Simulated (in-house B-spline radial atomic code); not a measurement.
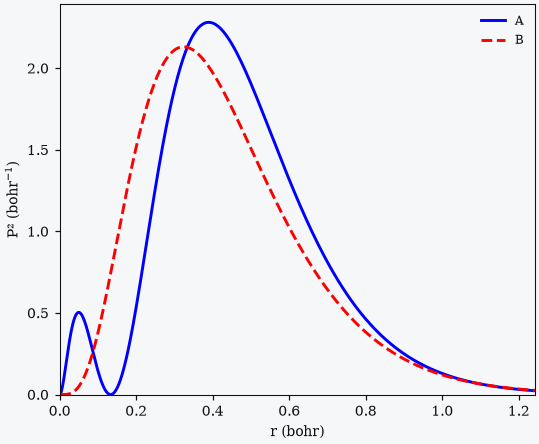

System: the S⁶⁺ ion, configuration [Ne]. Method: non-relativistic LDA (Slater, VWN5), spin-polarised, spherical fractional occupations, point nucleus, basis-set limit; computed with an in-house B-spline radial code.

The plot shows the radial probability densities P² of 2p and 2s.

Which curve belongs to which orbital?

Answer. A is 2s; B is 2p. 2p: outer maximum at 0.324 bohr, ⟨r⟩ = 0.436 bohr, 0 nodes, eigenvalue −257.9 eV; 2s: outer maximum at 0.389 bohr, ⟨r⟩ = 0.478 bohr, 1 node, eigenvalue −310.4 eV.
